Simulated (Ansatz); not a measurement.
# TiHF3: reading failed and doubtful runs

Aim: try 3 inputs for TiHF3 as typed, read how each ends, and find what has to change.

Method: the settings change from run to run; program: Ansatz 0.2.0, Gaussian basis.

### 1 The geometry

The structure was relaxed beforehand with PBE-D4 in a triple-zeta def2 set.

5 atoms, charge 0, spin multiplicity 1.

Atoms are counted from 1 here; the program's logs count them from 0.

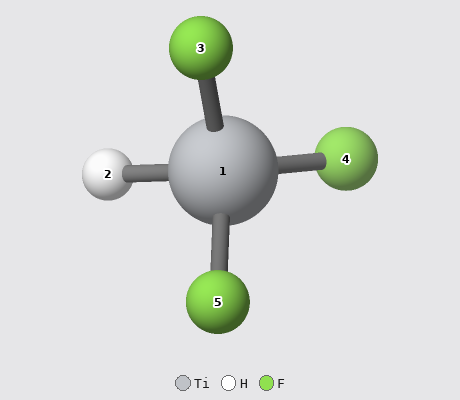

The structure; titanium light grey, hydrogen white, fluorine green; atoms are numbered from 1 in the order of the file.

### 2 Try 1

Input file in.yaml:

```yaml
crystal:
  periodic: [false, false, false]
  atoms:
    - {symbol: Ti, position_ang: [-0.000331, 0.000553, -0.057890]}
    - {symbol: H, position_ang: [0.009003, -0.015574, 1.636291]}
    - {symbol: F, position_ang: [1.690206, 0.009120, -0.535374]}
    - {symbol: F, position_ang: [-0.852944, 1.469182, -0.507518]}
    - {symbol: F, position_ang: [-0.845934, -1.463280, -0.535510]}
basis:
  gaussian: {orbitals: def2-SVPD, fitting: {mean_field: cc-pVTZ-jkfit}}
hamiltonian: {xc: {name: rPW86-PBE}}
scf: {lower_state_search: light}
output: {forces: true}
```

On the command line:

```console
$ ansatz run in.yaml --threads 4 --pin off --events-out ev --progress --plain --max-ram 3916MiB
```

Log:

```text
Functional definition: rPW86-PBE
  name "rPW86-PBE"
  cite "Murray, Lee & Langreth, J. Chem. Theory Comput. 5, 2754 (2009) doi:10.1021/ct900365q"
  cite "Perdew, Burke & Ernzerhof, Phys. Rev. Lett. 77, 3865 (1996) doi:10.1103/PhysRevLett.77.3865"
  parent pbe
  exchange = rpw86_x
  correlation = pbe_c
Error: <dir> the basis set cc-pVTZ-JKFIT has no functions for Ti
```

It took 0.05 s on 4 threads of Intel Xeon at 2.60GHz, shared host.

Diagnosis: Refused before any calculation. The fitting set named has no entry for an element of this molecule. Cure: leave the fitting key out, or name a set that covers all elements and suits the basis.

### 3 Try 2

Input file in.yaml:

```yaml
crystal:
  periodic: [false, false, false]
  atoms:
    - {symbol: Ti, position_ang: [-0.000331, 0.000553, -0.057890]}
    - {symbol: H, position_ang: [0.009003, -0.015574, 1.636291]}
    - {symbol: F, position_ang: [1.690206, 0.009120, -0.535374]}
    - {symbol: F, position_ang: [-0.852944, 1.469182, -0.507518]}
    - {symbol: F, position_ang: [-0.845934, -1.463280, -0.535510]}
basis:
  gaussian: {orbitals: def2-mTZVPP, final_grid: {core_spheres: 1, valence_spheres: 1, degree: 3}}
hamiltonian: {xc: {name: PBE}}
```

Launched as before.

Log:

```text
Functional definition: PBE
  name "PBE"
  cite "Perdew, Burke & Ernzerhof, Phys. Rev. Lett. 77, 3865 (1996) doi:10.1103/PhysRevLett.77.3865"
  parent pbe
  parameter kappa = 0.804
  parameter beta = 0.06672455060314922
  exchange = pbe_x(kappa = kappa, mu = beta*pi^2/3)
  correlation = pbe_c(beta = beta)
856 factors; their error is unknown
mean field evaluation 1: about -31272.0272 eV, gradient 6.5e1 eV
mean field evaluation 2: about -31024.1570 eV, gradient 4.5e2 eV
mean field evaluation 4: about -31276.8976 eV, gradient 2.3e1 eV
mean field evaluation 8: about -31271.9505 eV, gradient 2.6e2 eV
mean field evaluation 16: about -31381.7380 eV, gradient 1.5e1 eV
mean field evaluation 32: about -31388.4213 eV, gradient 1.1e-4 eV
mean field evaluation 64: about -31389.1875 eV, gradient 8.8e0 eV
a density is far from that of the atoms, so the factors are made again for it
1081 factors; integrals over basis functions are off by at most 6.3e-4 eV
mean field evaluation 96: about -31388.1453 eV, gradient 5.4e0 eV
mean field evaluation 128: about -31377.2920 eV, gradient 3.5e1 eV
mean field evaluation 160: about -31389.4717 eV, gradient 1.7e-2 eV
mean field evaluation 192: about -31389.3958 eV, gradient 1.2e0 eV
mean field -31389.47182187 eV, -1153.5418129055 hartree, gradient 3.5e-5 eV, S^2 0.000000; 6 other end points of the search recorded, 0 dependent functions left out
reference -31389.47193766 eV, -1153.5418171608 hartree; 25, 25 occupied and 85, 85 virtual orbitals, 1081 factors
Total energy: -31389.47193766 eV, -1153.5418171608 hartree
```

Run time: 7 s. Hardware: 4 threads of Intel Xeon at 2.60GHz, shared host.

**Diagnosis.** The run converged, but a converged run isn't a right one. The integration grid is far too coarse. Its energy carries the error of the grid. Fix: drop final_grid and take the default grid.

### 4 Try 3

Input file in.yaml:

```yaml
crystal:
  periodic: [false, false, false]
  atoms:
    - {symbol: Ti, position_ang: [-0.000625, 0.001046, -0.109396]}
    - {symbol: H, position_ang: [0.017013, -0.029431, 3.092144]}
    - {symbol: F, position_ang: [3.194028, 0.017234, -1.011711]}
    - {symbol: F, position_ang: [-1.611832, 2.776352, -0.959070]}
    - {symbol: F, position_ang: [-1.598584, -2.765200, -1.011967]}
basis:
  gaussian: {orbitals: def2-TZVP}
hamiltonian: {xc: {name: PBE0}}
scf: {omitted_lower_state_checks: [starts]}
output: {forces: true}
```

The command is unchanged.

Log:

```text
Functional definition: PBE0
  name "PBE0"
  cite "Adamo & Barone, J. Chem. Phys. 110, 6158 (1999) doi:10.1063/1.478522"
  cite "Perdew, Burke & Ernzerhof, Phys. Rev. Lett. 77, 3865 (1996) doi:10.1103/PhysRevLett.77.3865"
  parent pbe
  parameter a = 0.25
  parameter kappa = 0.804
  parameter beta = 0.06672455060314922
  exchange = (1 - a)*pbe_x(kappa = kappa, mu = beta*pi^2/3) + a*exact_x
  correlation = pbe_c(beta = beta)
these checks for a lower state are left out or cut short: starts
978 factors; their error is unknown
mean field evaluation 1: about -31219.5005 eV, gradient 9.9e1 eV
mean field evaluation 2: about -29413.8402 eV, gradient 7.5e2 eV
mean field evaluation 4: about -29750.5807 eV, gradient 7.3e2 eV
mean field evaluation 8: about -31257.0964 eV, gradient 5.7e0 eV
mean field evaluation 16: about -31257.4094 eV, gradient 2.6e-5 eV
mean field -31257.40935138 eV, -1148.6886066300 hartree, gradient 6.2e-6 eV, S^2 0.000000; 0 other end points of the search recorded, 0 dependent functions left out
the calculation of the forces begins
reference -31257.40938569 eV, -1148.6886078911 hartree; 25, 25 occupied and 119, 119 virtual orbitals, 978 factors
Total energy: -31257.40938569 eV, -1148.6886078911 hartree
Atom 0 at    -0.000625     0.001046    -0.109396 Å, force    -0.003237     0.005696    -0.600704 eV/Å
Atom 1 at     0.017013    -0.029431     3.092144 Å, force    -0.007073     0.012215    -1.283344 eV/Å
Atom 2 at     3.194028     0.017234    -1.011711 Å, force    -1.916940    -0.010636     0.638494 eV/Å
Atom 3 at    -1.611832     2.776352    -0.959070 Å, force     0.967600    -1.666698     0.606900 eV/Å
Atom 4 at    -1.598584    -2.765200    -1.011967 Å, force     0.959650     1.659423     0.638654 eV/Å
Dipole moment:     0.006894    -0.011978     1.258959 e Å
Checks for a lower state left out: starts
```

It took 3 s on 4 threads of Intel Xeon at 2.60GHz, shared host.

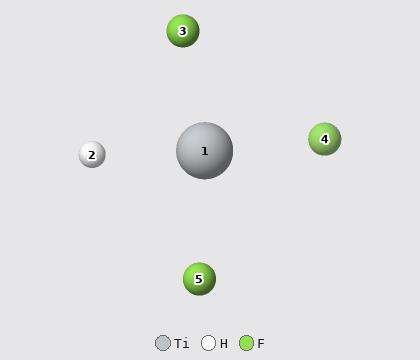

The geometry of this input.

**Diagnosis.** It ended without an error, which proves nothing about the input. The coordinates are in bohr but typed as ångström. The shortest distance is 3.20 Å (Ti1–H2), against 1.69 Å in the relaxed molecule. Its energy is no property of the relaxed molecule. Fix: take the coordinates from the file in ångström.

### 5 Summary

| try | level | ended | cause | time |
| --- | --- | --- | --- | --- |
| 1 | rPW86-PBE/def2-SVPD | refused | the fitting set named has no entry for an element of this molecule | 0.05 s |
| 2 | PBE/def2-mTZVPP | converged | the integration grid is far too coarse | 7 s |
| 3 | PBE0/def2-TZVP | converged | the coordinates are in bohr but typed as ångström | 3 s |

1 refused, 2 converged. A refusal costs next to no computing time. The dangerous case is the input that converges on a wrong geometry, charge, spin, basis or grid: often only a look at the input shows it.
